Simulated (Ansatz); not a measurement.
## Electronic structure of AlH4N···PH3 in real space

Input

```
crystal:
  periodic: [false, false, false]
  atoms:
    - { symbol: Al, position_ang: [0.123039, -0.048442, -0.157348] }
    - { symbol: H, position_ang: [-0.019549, -0.425836, 1.359006] }
    - { symbol: "N", position_ang: [1.70674, -0.262435, -0.938483] }
    - { symbol: H, position_ang: [2.535249, -0.628729, -0.48445] }
    - { symbol: H, position_ang: [1.912735, -0.018756, -1.899922] }
    - { symbol: H, position_ang: [-1.082726, 0.508667, -1.030087] }
    - { symbol: P, position_ang: [-0.016157, 2.82605, 1.800155] }
    - { symbol: H, position_ang: [1.412954, 2.769678, 1.767103] }
    - { symbol: H, position_ang: [-0.114599, 2.984859, 0.380506] }
    - { symbol: H, position_ang: [-0.137686, 1.404344, 1.746721] }
basis:
  gaussian: { orbitals: "6-31G*" }
hamiltonian:
  xc: r2scan
  dispersion: d4
relax:
  f_tol: 0.03
  max_steps: 50
output:
  orbitals: {}
```

Run with:

```sh
ansatz run input.yaml --threads 1 --pin off --max-ram 2048MiB --backend cpu --events-out ev --progress --plain --runs-dir out
```

The fields are those of the run's last geometry, not of the input's.

The calculation used Ansatz, RKS r2SCAN-D4/6-31G*.

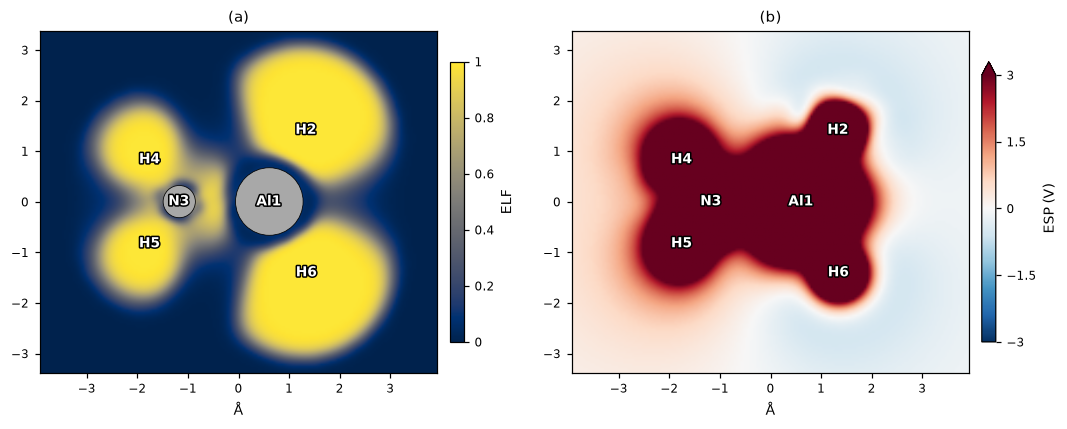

Figure 1. (a) electron localisation function; (b) molecular electrostatic potential on the plane of atoms N3, Al1 and H6. Grey discs cover the atomic cores in the ELF map.

Q: What does the map show?

A:
- The plane passes through Al, H and N nuclei.
- Al–N (1.78 Å): the ELF peaks at about 0.90 in the valence shell of N, 0.7 Å from its nucleus, and is about 0.60 at the midpoint.
- N–H (1.01 Å): the ELF climbs to about 1 towards the hydrogen, as it does in any bond to H: an ordinary covalent bond to hydrogen.
- Al–H (1.59 Å): the ELF climbs to about 1 towards the hydrogen.
- Outside the dense part of the complex the potential is most negative (−0.5 V) near H2.

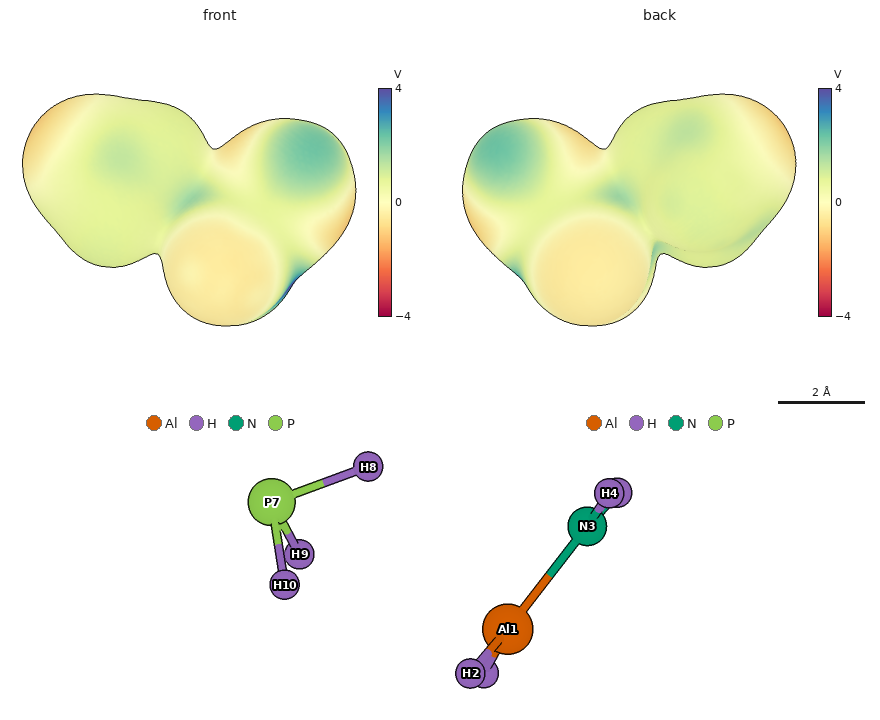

Figure 2. The electrostatic potential painted on the density surface at 0.004 e/bohr³, seen from the front and from behind; red is negative and blue positive. The bare structure is drawn below in the same view.

Q: Describe the electrostatic potential map.

A: The most negative region (about −1.0 V) lies over N3 and P7, the most positive (about +3.7 V) over Al1.

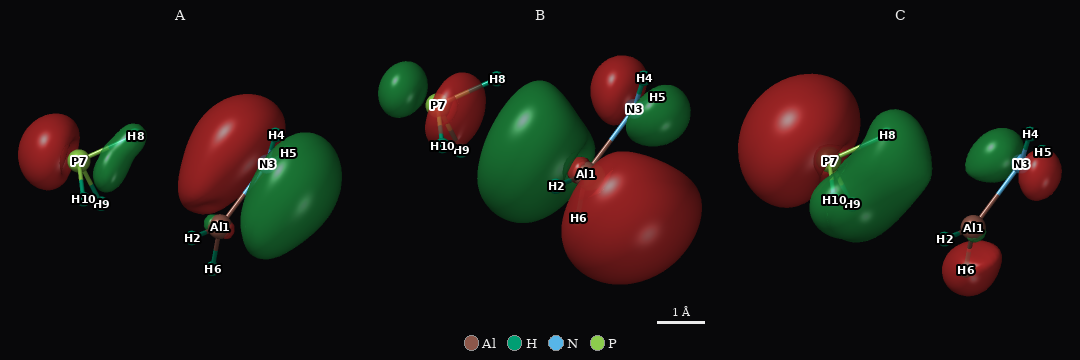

Figure 3. Three frontier orbitals at ±0.08 Å⁻³ᐟ² (green and red are the two phases), in no order.

Q: Which picture is the HOMO−1, the HOMO and the LUMO?

A: C is the HOMO−1 (−7.11 eV). It lies mainly on P7 (about 70 %); largely a lone pair of P7. A is the HOMO (−6.13 eV). By Hirshfeld shares it lies mainly on N3 (about 70 %), Al1 (about 15 %) and P7 (about 5 %); largely a lone pair of N3. B is the LUMO (−0.75 eV). It lies mainly on Al1 (about 65 %), N3 (about 10 %) and P7 (about 10 %).

Q: What is the HOMO–LUMO gap?

A: 5.38 eV between the orbital energies.

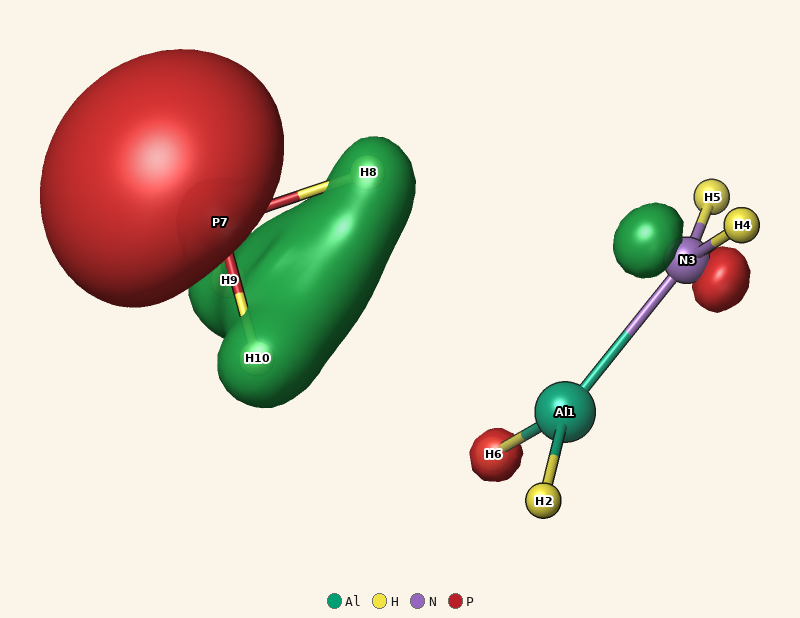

Figure 4. The HOMO−1 at ±0.15 Å⁻³ᐟ² (green and red are the two phases), seen across its widest extent.

Q: Where does this orbital lie, and at what energy?

A: By Hirshfeld shares it lies mainly on P7 (about 70 %); largely a lone pair of P7. Its energy is −7.11 eV.
